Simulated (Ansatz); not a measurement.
**PBE-QIDH/cc-pVDZ run of B2H4F2 (SMILES [BH2-]1[F+][BH2-][F+]1)**

Aim: the vertical singlet–triplet gap of B2H4F2 at PBE-QIDH/cc-pVDZ, from 2 runs. 

Program for the calculation: Ansatz 0.2.0.

56 further runs of the same task are left out: 56 set aside as unsound or not needed.

## (1) The molecule

B2H4F2: 8 atoms, total charge 0, spin state singlet. SMILES: `[BH2-]1[F+][BH2-][F+]1`. Geometry: relaxed at PBE0-D4/def2-TZVP.

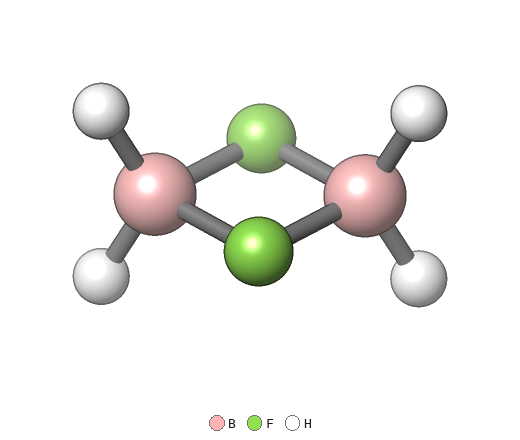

The structure, seen from a chosen angle (boron pink, fluorine green, hydrogen white).

## (2) A single-point energy at PBE-QIDH/cc-pVDZ

The input, molecule.yaml:

```yaml
crystal:
  periodic: [false, false, false]
  atoms:
    - {symbol: B, position_ang: [-0.488000, 0.947300, -0.293800]}
    - {symbol: F, position_ang: [0.637300, 0.536000, 0.670600]}
    - {symbol: B, position_ang: [0.488000, -0.947200, 0.293900]}
    - {symbol: F, position_ang: [-0.636800, -0.535900, -0.671100]}
    - {symbol: H, position_ang: [-0.036000, 1.557300, -1.210300]}
    - {symbol: H, position_ang: [-1.440200, 1.308400, 0.322000]}
    - {symbol: H, position_ang: [1.440200, -1.309100, -0.321600]}
    - {symbol: H, position_ang: [0.035400, -1.556800, 1.210300]}
basis:
  gaussian:
    orbitals: cc-pVDZ
hamiltonian:
  xc: {name: PBE-QIDH}
correlation:
  frozen_orbitals: {B: 1, F: 1, H: 0}
accuracy: high
output: {orbitals: {seedname: orbitals}}
```

Command:

```bash
$ ansatz run molecule.yaml --threads 1 --pin off --max-ram 3480MiB --events-out events.jsonl --progress --plain --runs-dir runs
```

The program printed:

```text
Warning: RAYON_NUM_THREADS=1 ignored (pool sized by the plan → 1); use --threads N
Functional definition: PBE-QIDH
  name "PBE-QIDH"
  parameter a = 3^(-1/3)
  parameter c = 1/3
  exchange = (1 - a)*pbe_x + a*exact_x
  correlation = (1 - c)*pbe_c + c*(mp2_os + mp2_ss)
1771 factors; integrals over basis functions are off by at most 3.5e-9 eV
mean field evaluation 1: about -6836.9658 eV, gradient 1.9e1 eV
mean field evaluation 2: about -6836.9673 eV, gradient 1.9e1 eV
mean field evaluation 4: about -6837.8056 eV, gradient 2.5e0 eV
mean field evaluation 8: about -6837.8188 eV, gradient 3.9e-2 eV
mean field evaluation 16: about -6837.8188 eV, gradient 7.6e-7 eV
mean field -6837.81881734 eV, -251.2852066971 hartree, gradient 2.0e-8 eV, S^2 0.000000; 0 other end points of the search recorded, 0 dependent functions left out
4 core orbitals not correlated: weight in the atoms' cores, before any rotation towards them, 1.000 or more for the frozen orbitals, at most 0.000 for the correlated occupied ones
reference -6837.81881831 eV, -251.2852067329 hartree; 12, 12 occupied and 60, 60 virtual orbitals, 1771 factors
second order -17.30569022 eV of doubles, -0.00000000 eV of singles
Total energy: -6843.58738172 eV, -251.4971975281 hartree
```

Wall time 3.3 s (1 thread of AMD EPYC 9R45 (Zen 5), shared host); peak memory 0.23 GiB.

## (3) The triplet at the same level

molecule.yaml, as its differences from that of step 2:

```diff
@@ -14,2 +14,6 @@
     orbitals: cc-pVDZ
+total_charge: 0
+magnetization:
+  spin_polarized: true
+  initial_magnetization: 2
 hamiltonian:
```

Command:

```bash
$ ansatz run molecule.yaml --threads 1 --pin off --max-ram 3480MiB --events-out events.jsonl --progress --plain --runs-dir runs
```

The program printed, shortened:

```text
Warning: RAYON_NUM_THREADS=1 ignored (pool sized by the plan → 1); use --threads N
[... 2 set-up lines as earlier in the session ...]
[...]
1771 factors; integrals over basis functions are off by at most 3.5e-9 eV
[...]
mean field -6829.34222315 eV, -250.9736976065 hartree, gradient 6.4e-8 eV, S^2 2.010096; 2 other end points of the search recorded, 0 dependent functions left out
4 core orbitals not correlated: weight in the atoms' cores, before any rotation towards them, 1.000 or more for the frozen orbitals, at most 0.000 for the correlated occupied ones
reference -6829.34222421 eV, -250.9736976452 hartree; 13, 11 occupied and 59, 61 virtual orbitals, 1771 factors
second order -18.05776572 eV of doubles, -0.00000000 eV of singles
Total energy: -6835.36147945 eV, -251.1949011952 hartree
```

Wall time 6.6 s (1 thread of AMD EPYC 9R45 (Zen 5), shared host); peak memory 0.32 GiB.

## (4) Results

Level: PBE-QIDH/cc-pVDZ, 4 core orbitals frozen.

| quantity | value |
| --- | --- |
| singlet: total energy | -251.49720 Eh |
| singlet: HOMO energy (SCF part's orbitals) | -11.66 eV |
| singlet: LUMO energy (SCF part's orbitals) | 2.46 eV |
| singlet: HOMO–LUMO gap (SCF part's orbitals) | 14.12 eV |
| triplet: total energy | -251.19490 Eh |
| triplet: HOMO energy (SCF part's orbitals) (highest over α and β) | -3.58 eV |
| triplet: ⟨S²⟩ | 2.010 |
| vertical energy of the triplet above the singlet | 8.226 eV |

At this shape the triplet lies 8.23 eV (190 kcal/mol) above the singlet.
